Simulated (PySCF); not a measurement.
# C2H7NO2Si: NMR shifts at several levels of theory, part 2 of 2

PySCF 2.14.0. Atoms count from 0. Earlier steps stand in the parts before.

## 8. Shielding tensors: PBE0/aug-cc-pVDZ

What the job is given:

```
{"job": {"kind": "nmr", "xc": "PBE0", "basis": "aug-cc-pVDZ", "pop": true}, "charge": 0, "multiplicity": 1}
N      1.696649    -0.049374     0.524567
Si     0.507371    -0.055131    -0.684298
O     -0.372522    -1.484427    -0.681800
C     -1.747565    -1.206921    -0.831674
C     -1.990011     0.188956    -0.240703
O     -0.826239     0.947682    -0.481213
H      2.641763     0.262816     0.347151
H      1.540476    -0.327873     1.484611
H      1.200110     0.276482    -1.952707
H     -2.341686    -1.978672    -0.316298
H     -2.024745    -1.227316    -1.903170
H     -2.861985     0.680221    -0.701953
H     -2.179499     0.120959     0.847892
```

Level: GIAO PBE0/aug-cc-pVDZ NMR shielding, non-relativistic, gas phase.

The program printed:

```text
coarse grid: 11376 points
cycle   1  E = -574.6470909584  dE =  8.900e-01  |g| = 8.857e-01  |ddm| = 7.895e+00
cycle   2  E = -574.4293071862  dE =  2.178e-01  |g| = 1.379e+00  |ddm| = 3.102e+00
cycle   3  E = -574.7970645587  dE = -3.678e-01  |g| = 8.955e-02  |ddm| = 1.831e+00
cycle   4  E = -574.7981396802  dE = -1.075e-03  |g| = 5.126e-02  |ddm| = 2.061e-01
cycle   5  E = -574.7986870937  dE = -5.474e-04  |g| = 9.801e-03  |ddm| = 8.297e-02
cycle   6  E = -574.7987077849  dE = -2.069e-05  |g| = 1.910e-03  |ddm| = 1.933e-02
cycle   7  E = -574.7987086351  dE = -8.502e-07  |g| = 4.910e-04  |ddm| = 4.221e-03
final grid: 105360 points
cycle   8  E = -574.8080534269  dE = -1.685e-05  |g| = 1.113e-02  |ddm| = 9.578e-02
cycle   9  E = -574.8080233230  dE =  3.010e-05  |g| = 1.678e-02  |ddm| = 3.920e-02
cycle  10  E = -574.8080782102  dE = -5.489e-05  |g| = 1.140e-03  |ddm| = 2.243e-02
cycle  11  E = -574.8080785140  dE = -3.038e-07  |g| = 1.353e-04  |ddm| = 2.221e-03
cycle  12  E = -574.8080785180  dE = -4.003e-09  |g| = 4.326e-05  |ddm| = 3.069e-04
cycle  13  E = -574.8080785183  dE = -3.034e-10  |g| = 2.602e-05  |ddm| = 1.266e-04
converged SCF energy = -574.8080785183

GIAO shielding tensors (ppm)
atom      isotropic    diamagn.    paramagn.     s11        s22        s33       span
  0 N      241.990     289.767     -47.777    219.118    225.896    280.956     61.838
  1 Si     426.190     876.570    -450.380    385.397    438.995    454.178     68.781
  2 O      284.486     373.344     -88.858    245.983    284.184    323.291     77.308
  3 C      131.666     207.533     -75.867    101.730    122.653    170.616     68.886
  4 C      132.190     205.993     -73.802    105.586    121.281    169.704     64.118
  5 O      283.117     371.101     -87.984    236.456    279.326    333.568     97.113
  6 H       30.319      35.377      -5.058     24.552     25.957     40.449     15.897
  7 H       30.465      30.595      -0.130     23.870     26.491     41.033     17.163
  8 H       26.374      23.634       2.741     22.218     24.148     32.756     10.538
  9 H       27.384      29.079      -1.696     23.742     25.812     32.597      8.855
 10 H       27.559      28.048      -0.488     22.531     25.865     34.283     11.751
 11 H       27.503      29.534      -2.031     23.894     25.801     32.813      8.919
 12 H       27.528      26.894       0.634     22.835     25.755     33.994     11.159
```

Wall time 23 s (1 thread of Arm Neoverse V1, shared host); peak memory 0.99 GiB.

This run: δ C3 63.2, N0 27.9, Si1 -9.5, O2 52.1, H8 5.02, H9 3.94 ppm (means over like atoms).

## 9. NMR shieldings: PBE0/IGLO-III

Settings changed since step 8:

```diff
@@ -1,2 +1,2 @@
-{"job": {"kind": "nmr", "xc": "PBE0", "basis": "aug-cc-pVDZ", "pop": true}, "charge": 0, "multiplicity": 1}
+{"job": {"kind": "nmr", "xc": "PBE0", "basis": "IGLO-III", "pop": true}, "charge": 0, "multiplicity": 1}
 N      1.696649    -0.049374     0.524567
```

With the program's defaults for keys left out, this is: GIAO PBE0/IGLO-III NMR shielding, non-relativistic, gas phase.

The program printed:

```text
coarse grid: 11376 points
cycle   1  E = -574.7540933290  dE =  8.288e-01  |g| = 9.540e-01  |ddm| = 2.546e+00
cycle   2  E = -574.5209898759  dE =  2.331e-01  |g| = 1.481e+00  |ddm| = 1.684e+00
cycle   3  E = -574.9123808618  dE = -3.914e-01  |g| = 1.014e-01  |ddm| = 1.241e+00
cycle   4  E = -574.9135437700  dE = -1.163e-03  |g| = 5.929e-02  |ddm| = 6.823e-02
cycle   5  E = -574.9142012572  dE = -6.575e-04  |g| = 1.183e-02  |ddm| = 3.175e-02
cycle   6  E = -574.9142273331  dE = -2.608e-05  |g| = 2.080e-03  |ddm| = 6.748e-03
cycle   7  E = -574.9142281984  dE = -8.653e-07  |g| = 7.308e-04  |ddm| = 1.761e-03
final grid: 105360 points
cycle   8  E = -574.9189060004  dE = -8.108e-05  |g| = 1.204e-02  |ddm| = 5.606e-02
cycle   9  E = -574.9188746740  dE =  3.133e-05  |g| = 1.781e-02  |ddm| = 1.247e-02
cycle  10  E = -574.9189309952  dE = -5.632e-05  |g| = 1.321e-03  |ddm| = 7.780e-03
cycle  11  E = -574.9189313070  dE = -3.118e-07  |g| = 3.863e-04  |ddm| = 1.150e-03
cycle  12  E = -574.9189313396  dE = -3.257e-08  |g| = 5.455e-05  |ddm| = 2.773e-04
cycle  13  E = -574.9189313399  dE = -3.957e-10  |g| = 2.875e-05  |ddm| = 4.497e-05
converged SCF energy = -574.9189313399

GIAO shielding tensors (ppm)
atom      isotropic    diamagn.    paramagn.     s11        s22        s33       span
  0 N      227.340     310.348     -83.008    200.649    208.795    272.576     71.927
  1 Si     372.887     894.080    -521.193    337.225    384.759    396.678     59.453
  2 O      270.967     393.790    -122.823    223.489    273.108    316.302     92.813
  3 C      115.635     241.273    -125.638     84.714    105.794    156.396     71.682
  4 C      116.494     243.187    -126.693     89.371    104.524    155.587     66.215
  5 O      269.205     394.887    -125.682    214.073    266.477    327.065    112.992
  6 H       30.227      30.470      -0.243     24.584     25.943     40.152     15.568
  7 H       30.498      31.712      -1.214     24.089     26.657     40.749     16.661
  8 H       26.501      28.843      -2.342     22.549     24.526     32.429      9.880
  9 H       27.480      27.704      -0.224     23.938     25.950     32.551      8.613
 10 H       27.498      27.816      -0.319     22.615     25.852     34.027     11.412
 11 H       27.570      27.695      -0.125     24.036     25.931     32.744      8.708
 12 H       27.486      30.678      -3.192     22.966     25.743     33.748     10.782
```

It took 36 s on 1 thread of Arm Neoverse V1, shared host; peak memory 1.1 GiB.

Key values: δ C3 67.7, N0 33.2, Si1 -27.5, O2 57.1, H8 4.87, H9 3.89 ppm (means over like atoms).

## 10. NMR shieldings: PBE0/pcSseg-0

Settings changed since step 9:

```diff
@@ -1,2 +1,2 @@
-{"job": {"kind": "nmr", "xc": "PBE0", "basis": "IGLO-III", "pop": true}, "charge": 0, "multiplicity": 1}
+{"job": {"kind": "nmr", "xc": "PBE0", "basis": "pcSseg-0", "pop": true}, "charge": 0, "multiplicity": 1}
 N      1.696649    -0.049374     0.524567
```

With the program's defaults for keys left out, this is: GIAO PBE0/pcSseg-0 NMR shielding, non-relativistic, gas phase.

The program printed:

```text
coarse grid: 11376 points
cycle   1  E = -573.6249198908  dE =  8.650e-01  |g| = 8.605e-01  |ddm| = 3.636e+00
cycle   2  E = -573.4910829938  dE =  1.338e-01  |g| = 1.223e+00  |ddm| = 2.228e+00
cycle   3  E = -573.7639098728  dE = -2.728e-01  |g| = 6.250e-02  |ddm| = 1.372e+00
cycle   4  E = -573.7644006389  dE = -4.908e-04  |g| = 3.959e-02  |ddm| = 8.505e-02
cycle   5  E = -573.7647187560  dE = -3.181e-04  |g| = 5.662e-03  |ddm| = 3.655e-02
cycle   6  E = -573.7647260092  dE = -7.253e-06  |g| = 1.321e-03  |ddm| = 7.944e-03
final grid: 105360 points
cycle   7  E = -573.7512592920  dE = -1.923e-05  |g| = 6.144e-03  |ddm| = 1.714e-02
cycle   8  E = -573.7512518143  dE =  7.478e-06  |g| = 8.893e-03  |ddm| = 1.238e-02
cycle   9  E = -573.7512664755  dE = -1.466e-05  |g| = 3.801e-04  |ddm| = 7.603e-03
cycle  10  E = -573.7512665076  dE = -3.212e-08  |g| = 9.456e-05  |ddm| = 5.551e-04
cycle  11  E = -573.7512665099  dE = -2.344e-09  |g| = 2.359e-05  |ddm| = 1.563e-04
cycle  12  E = -573.7512665101  dE = -1.532e-10  |g| = 5.437e-06  |ddm| = 3.960e-05
converged SCF energy = -573.7512665101

GIAO shielding tensors (ppm)
atom      isotropic    diamagn.    paramagn.     s11        s22        s33       span
  0 N      243.305     328.609     -85.304    218.705    223.485    287.724     69.020
  1 Si     365.024     874.554    -509.530    311.837    382.368    400.866     89.029
  2 O      321.771     403.502     -81.731    262.501    323.814    378.999    116.498
  3 C      126.963     240.519    -113.556     96.790    118.043    166.056     69.266
  4 C      128.129     240.986    -112.857    102.527    116.055    165.804     63.276
  5 O      317.413     403.079     -85.666    253.224    318.354    380.662    127.438
  6 H       32.113      31.193       0.921     25.720     27.132     43.488     17.769
  7 H       32.448      31.730       0.718     24.641     27.948     44.756     20.115
  8 H       27.512      29.009      -1.497     22.716     24.422     35.399     12.683
  9 H       28.748      27.713       1.035     24.225     26.943     35.077     10.852
 10 H       28.979      28.298       0.681     23.418     26.865     36.654     13.235
 11 H       28.863      28.628       0.234     24.323     26.955     35.309     10.986
 12 H       28.940      27.955       0.985     23.789     26.836     36.193     12.404
```

It took 5.8 s on 1 thread of Arm Neoverse V1, shared host; peak memory 0.47 GiB.

Key values: δ C3 66.0, N0 22.7, Si1 -16.5, O2 18.3, H8 5.32, H9 3.99 ppm (means over like atoms).

## 11. Nuclear shieldings: PBE0/pcSseg-2

Settings changed since step 10:

```diff
@@ -1,2 +1,2 @@
-{"job": {"kind": "nmr", "xc": "PBE0", "basis": "pcSseg-0", "pop": true}, "charge": 0, "multiplicity": 1}
+{"job": {"kind": "nmr", "xc": "PBE0", "basis": "pcSseg-2", "pop": true}, "charge": 0, "multiplicity": 1}
 N      1.696649    -0.049374     0.524567
```

Level: GIAO PBE0/pcSseg-2 NMR shielding, non-relativistic, gas phase.

The program printed:

```text
coarse grid: 11376 points
cycle   1  E = -574.7611927230  dE =  8.303e-01  |g| = 9.478e-01  |ddm| = 2.562e+00
cycle   2  E = -574.5341540069  dE =  2.270e-01  |g| = 1.455e+00  |ddm| = 1.578e+00
cycle   3  E = -574.9198495462  dE = -3.857e-01  |g| = 9.998e-02  |ddm| = 1.097e+00
cycle   4  E = -574.9210814219  dE = -1.232e-03  |g| = 5.488e-02  |ddm| = 6.673e-02
cycle   5  E = -574.9216599930  dE = -5.786e-04  |g| = 1.163e-02  |ddm| = 3.179e-02
cycle   6  E = -574.9216858429  dE = -2.585e-05  |g| = 1.991e-03  |ddm| = 7.993e-03
cycle   7  E = -574.9216866669  dE = -8.240e-07  |g| = 6.305e-04  |ddm| = 1.767e-03
final grid: 105360 points
cycle   8  E = -574.9217795099  dE = -7.304e-05  |g| = 1.141e-02  |ddm| = 3.451e-02
cycle   9  E = -574.9217502109  dE =  2.930e-05  |g| = 1.712e-02  |ddm| = 1.351e-02
cycle  10  E = -574.9218034967  dE = -5.329e-05  |g| = 1.142e-03  |ddm| = 8.591e-03
cycle  11  E = -574.9218037595  dE = -2.628e-07  |g| = 2.829e-04  |ddm| = 9.986e-04
cycle  12  E = -574.9218037762  dE = -1.676e-08  |g| = 4.720e-05  |ddm| = 2.129e-04
cycle  13  E = -574.9218037765  dE = -2.975e-10  |g| = 2.334e-05  |ddm| = 4.454e-05
converged SCF energy = -574.9218037765

GIAO shielding tensors (ppm)
atom      isotropic    diamagn.    paramagn.     s11        s22        s33       span
  0 N      227.879     319.280     -91.401    201.442    209.103    273.091     71.649
  1 Si     365.776     876.887    -511.110    328.299    378.094    390.935     62.636
  2 O      271.664     393.378    -121.714    224.188    272.761    318.044     93.856
  3 C      115.328     237.887    -122.559     84.514    105.347    156.123     71.609
  4 C      116.184     239.088    -122.904     89.220    104.038    155.292     66.072
  5 O      269.685     394.677    -124.992    214.603    266.807    327.647    113.044
  6 H       29.867      30.652      -0.785     24.179     25.200     40.222     16.043
  7 H       30.156      32.184      -2.027     23.631     26.041     40.797     17.166
  8 H       26.457      29.410      -2.953     22.520     24.466     32.386      9.866
  9 H       27.349      27.644      -0.294     23.860     25.695     32.493      8.633
 10 H       27.440      27.875      -0.435     22.549     25.785     33.986     11.437
 11 H       27.433      27.606      -0.173     23.923     25.689     32.689      8.766
 12 H       27.420      30.242      -2.821     22.905     25.673     33.683     10.778
```

Wall time 48 s (1 thread of Arm Neoverse V1, shared host); peak memory 1.3 GiB.

This run: δ C3 68.4, N0 33.8, Si1 -24.5, O2 57.5, H8 4.79, H9 3.86 ppm (means over like atoms).

## 12. Side by side: NMR shifts

Shifts (ppm) of some atoms, chosen among heavy atoms and hydrogens apart, means over like atoms, with basis size and wall time:

| run | C3 | H8 | H9 | H6 | N0 | Si1 | O2 | functions | time |
| --- | --- | --- | --- | --- | --- | --- | --- | --- | --- |
| PBE0/6-31G* | 61.7 | 4.93 | 3.81 | 0.64 | 24.6 | -7.8 | 36.7 | 102 | 8.5 s |
| PBE0/6-311+G(2d,p) | 65.3 | 4.97 | 3.87 | 0.85 | 33.0 | -21.8 | 54.8 | 212 | 21 s |
| PBE0/def2-SVP | 61.4 | 4.47 | 3.60 | 0.86 | 28.7 | -29.6 | 51.7 | 123 | 9.9 s |
| PBE0/def2-TZVP | 66.4 | 4.93 | 3.83 | 0.88 | 34.7 | -25.7 | 60.5 | 234 | 26 s |
| PBE0/cc-pVDZ | 62.9 | 4.50 | 3.71 | 0.73 | 29.1 | -19.8 | 54.6 | 123 | 11 s |
| PBE0/cc-pVTZ | 65.9 | 4.79 | 3.83 | 1.00 | 32.1 | -13.1 | 58.6 | 282 | 36 s |
| PBE0/aug-cc-pVDZ | 63.2 | 5.02 | 3.94 | 1.00 | 27.9 | -9.5 | 52.1 | 205 | 23 s |
| PBE0/IGLO-III | 67.7 | 4.87 | 3.89 | 1.01 | 33.2 | -27.5 | 57.1 | 289 | 36 s |
| PBE0/pcSseg-0 | 66.0 | 5.32 | 3.99 | 0.55 | 22.7 | -16.5 | 18.3 | 72 | 5.8 s |
| PBE0/pcSseg-2 | 68.4 | 4.79 | 3.86 | 1.23 | 33.8 | -24.5 | 57.5 | 321 | 48 s |

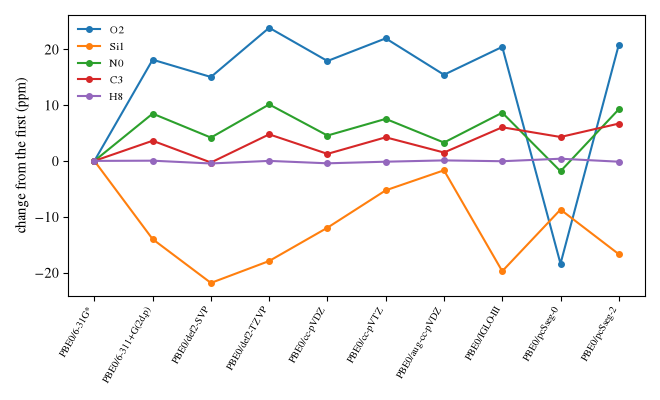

How five of the tabulated atoms move from run to run.

## 13. Outcome

What follows sums up all 2 parts.

| quantity | value |
| --- | --- |
| 13C shifts against TMS (PBE0/6-31G*, means over atoms taken as alike) | 61.7 ppm |
| 1H shifts against TMS (PBE0/6-31G*, means over atoms taken as alike) | 4.93, 3.81, 3.77, 0.64 ppm |
| 15N shifts against NH3 (PBE0/6-31G*) | 24.6 ppm |
| 29Si shifts against TMS (PBE0/6-31G*) | -7.8 ppm |
| 17O shifts against H2O (PBE0/6-31G*, means over atoms taken as alike) | 36.7 ppm |
| range of the shift of O2 | 18.3 to 60.5 ppm |

**Reading.** Single values in the summary come from the first run of each kind that ended normally (PBE0/6-31G*), which need not be the best level. At PBE0/6-31G*: Shielding is most anisotropic at O2, O5 (span 99 ppm, paramagnetic term -105 ppm). In ppm, O2 (with its like atoms) moves most: its shift spreads over 42.3 ppm, from 18.3 (PBE0/pcSseg-0) to 60.5 (PBE0/def2-TZVP).
